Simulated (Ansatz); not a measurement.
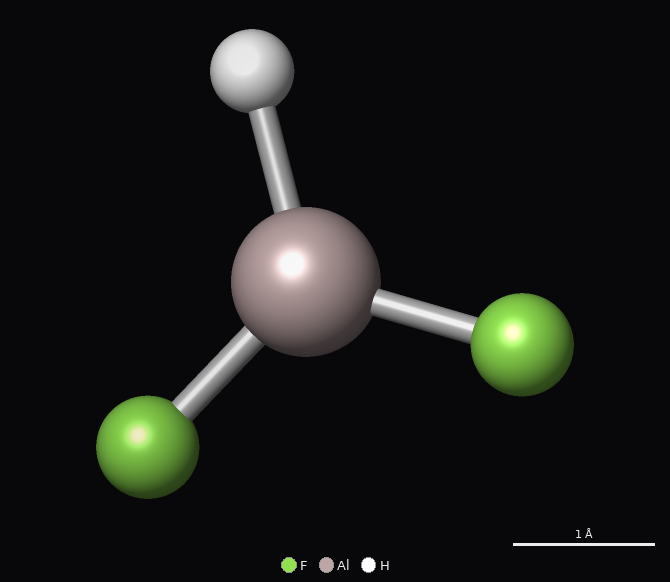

A ball-and-stick model of a molecule. Every bond is drawn as one stick, whatever its order.

The computed structure is the end point of a PBE0-D4/def2-TZVP optimisation.

Identify the structure.

The molecule is AlF₂H. As SMILES it reads `[F][AlH][F]`. The point group is C2v. All atoms lie on one plane. Coordination: 1 Al trigonal planar.

The parts below concern this one geometry. Atoms keep their numbers from picture to picture.

### Thermal motion

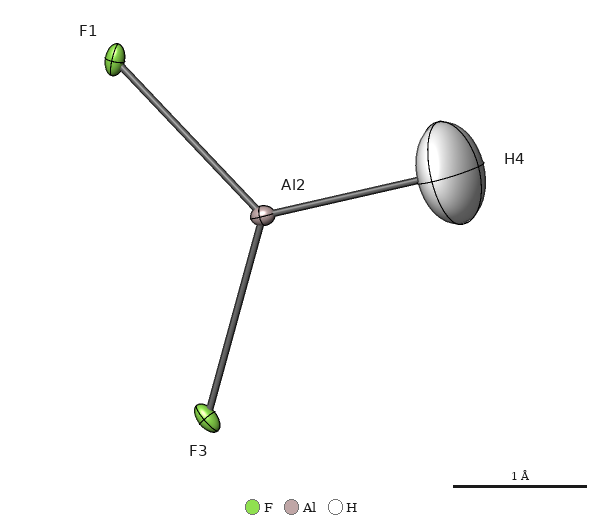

Displacement ellipsoids at the 50 % level, enlarged 1.5 times, from the internal vibrations of the free molecule (harmonic, no overall translation or rotation; no half-axis is drawn under 0.075 Å). Vibrations computed with RKS PBE0-D4/def2-TZVP (Ansatz 0.2.0). Temperature: 400 K.

**Which atom moves most?**

H4, with U_eq = 0.0244 Å².

**Does H4 move more along its bond or across it?**

Across it: the root-mean-square amplitude is 0.099 Å along the bond and up to 0.186 Å across, since bending and torsion are softer than stretching.

Give the displacement parameters, one line for each set of equivalent atoms.

| atom | U_eq (Å²) | rms amplitudes (Å) |
| --- | --- | --- |
| F1, F3 | 0.0012 | 0.009, 0.024, 0.054 |
| Al2 | 0.00086 | 0.020, 0.020, 0.042 |
| H4 | 0.0244 | 0.099, 0.171, 0.186 |

### Dipole moment

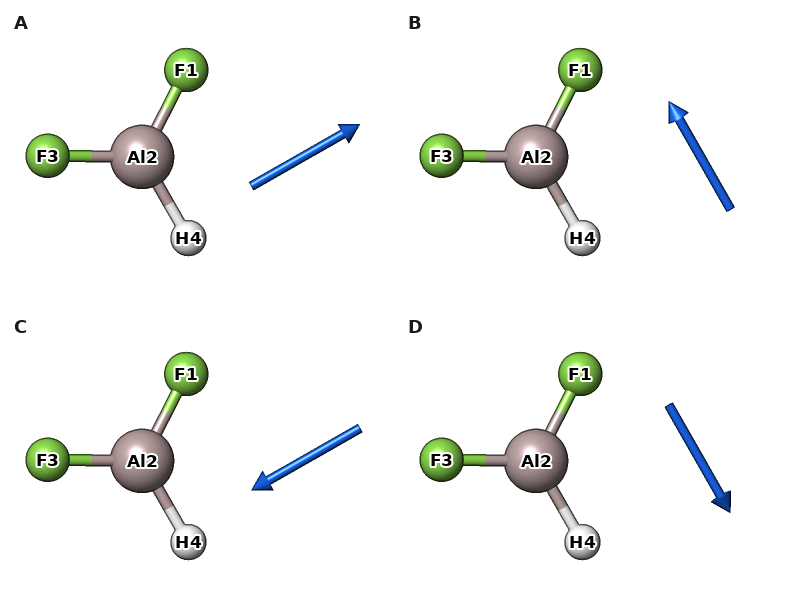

The same molecule four times, each with an arrow. Method: RKS B3LYP-D4/def2-TZVPP (Ansatz 0.2.0).

**Which arrow points along the dipole moment, from the negative to the positive end?**

D. The dipole moment is 1.35 D; it points from the side of F1, F3 to the side of H4 (the outermost atoms at the two ends).

### Vibrations

Harmonic vibrations computed with RKS PBE0-D4/def2-TZVP (Ansatz 0.2.0) at a stationary point of the same level.

**How many vibrational modes are there, and where do they lie?**

6 modes: 261, 491, 651, 783, 932, 2034 cm⁻¹.
